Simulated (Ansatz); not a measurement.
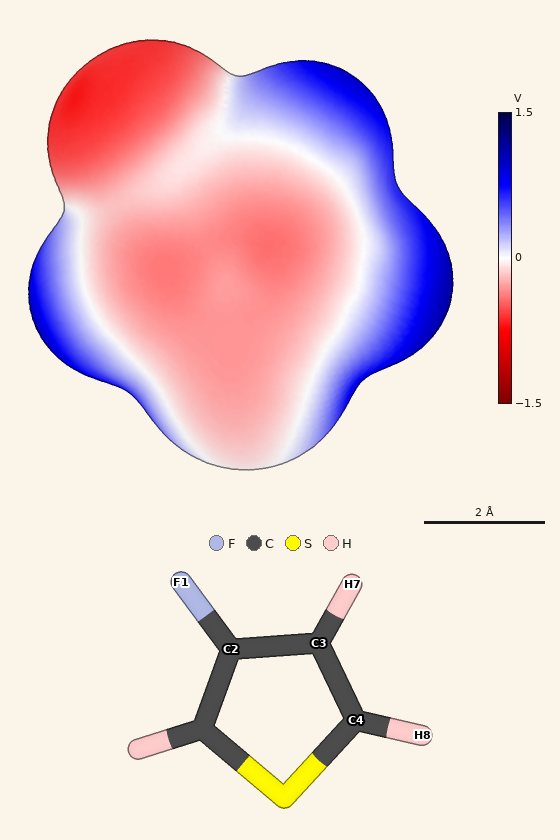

Figure 1: C$_{4}$H$_{3}$FS (SMILES Fc1ccsc1). The electrostatic potential painted on the density surface at 0.001 e/bohr³, seen across its widest extent; the colour scale runs from red (negative) to blue (positive). The bare structure is drawn below in the same view.

Geometry: PBE0-D4/def2-TZVP.

Method: RKS PBE0-D4/def2-TZVPP (Ansatz 0.2.0).

Input file:

```
crystal:
  periodic: [false, false, false]
  atoms:
    - {symbol: F, position_ang: [0.990819, 0.484913, 1.974272]}
    - {symbol: C, position_ang: [0.335929, 0.295018, 0.829570]}
    - {symbol: C, position_ang: [0.665363, -0.756746, -0.053454]}
    - {symbol: C, position_ang: [-0.143932, -0.740779, -1.149167]}
    - {symbol: S, position_ang: [-1.274134, 0.533534, -1.088265]}
    - {symbol: C, position_ang: [-0.691352, 1.084622, 0.416633]}
    - {symbol: H, position_ang: [1.455564, -1.471533, 0.127577]}
    - {symbol: H, position_ang: [-0.133638, -1.414619, -1.991682]}
    - {symbol: H, position_ang: [-1.116219, 1.939288, 0.917316]}
basis:
  gaussian: {orbitals: def2-TZVPP}
hamiltonian: {xc: pbe0, dispersion: d4}
output: {orbitals: {seedname: orbitals}}
```

Launched as:

```sh
ansatz run in.yaml --threads 2 --pin off --events-out ev --progress --plain --max-ram 31744MiB --backend cpu
```

Which sites attract a positive test charge, and which a negative one?

Answer. A positive charge is drawn to the negative regions and a negative charge to the positive ones. The most negative region (about −0.7 V, or −16 kcal/mol for a unit charge) lies over F1, the most positive (about +1.1 V, or +25 kcal/mol for a unit charge) over H8 and H9.
